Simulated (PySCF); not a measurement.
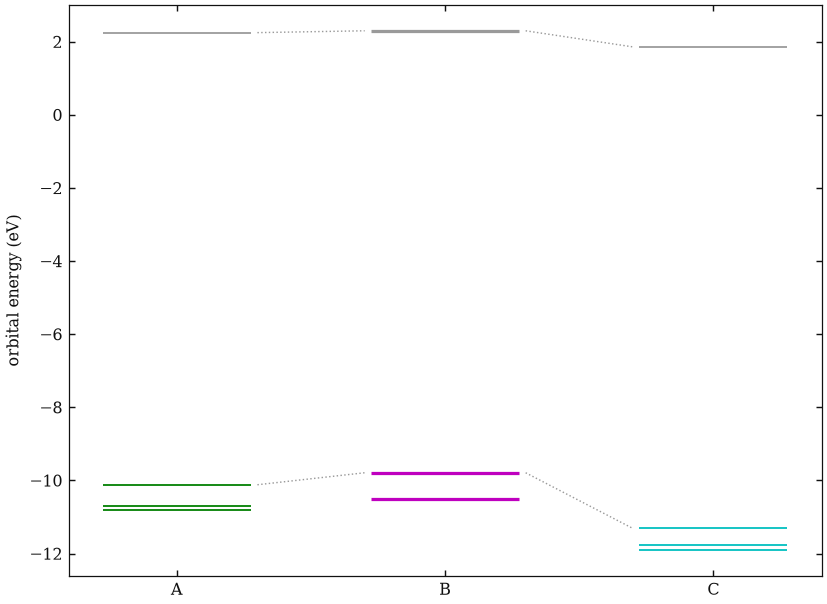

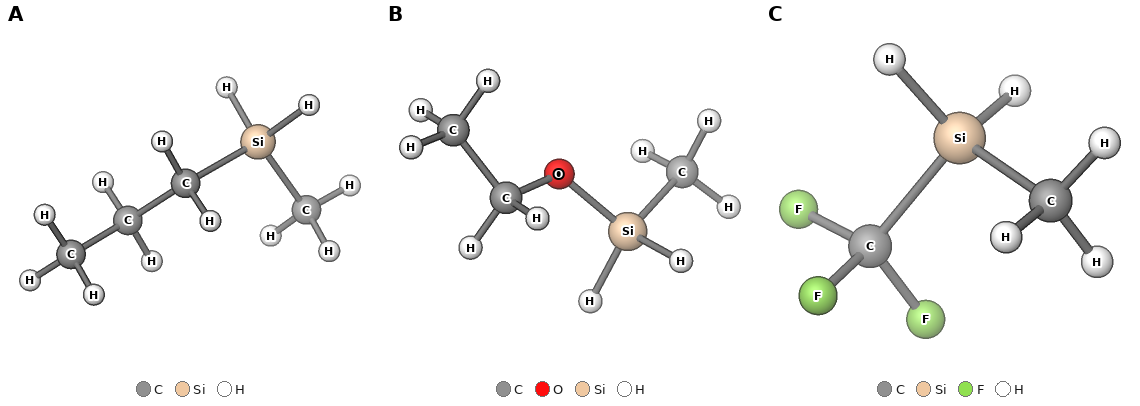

Related molecules: A is C₄H₁₂Si, SMILES CCC[SiH2]C; B is C₃H₁₀OSi, SMILES CCO[SiH2]C; C is C₂H₅F₃Si, SMILES C[SiH2]C(F)(F)F. Frontier orbital energies, ωB97X-D/def2-SVPD with PySCF 2.14.0, at a PBE0-D3(BJ)/def2-SVP geometry (no frequency check); drawn are at most three filled levels and, in grey, the LUMO with any level within 0.03 eV of it; dotted lines join the HOMOs and the LUMOs.

### What does the change do to the frontier levels?

From A to B the HOMO rises by 0.33 eV and the LUMO rises by 0.05 eV, so the separation goes from 12.37 to 12.09 eV. From A to C the HOMO falls by 1.20 eV and the LUMO falls by 0.39 eV, so the separation goes from 12.37 to 13.17 eV.

### Does the ΔSCF ionisation energy follow the HOMO?

A: −ε(HOMO) 10.12, ΔSCF 10.30 eV; B: −ε(HOMO) 9.79, ΔSCF 10.07 eV; C: −ε(HOMO) 11.31, ΔSCF 11.74 eV.

Limits of at least one run: empty levels above zero depend strongly on the basis; one conformer of a flexible molecule.
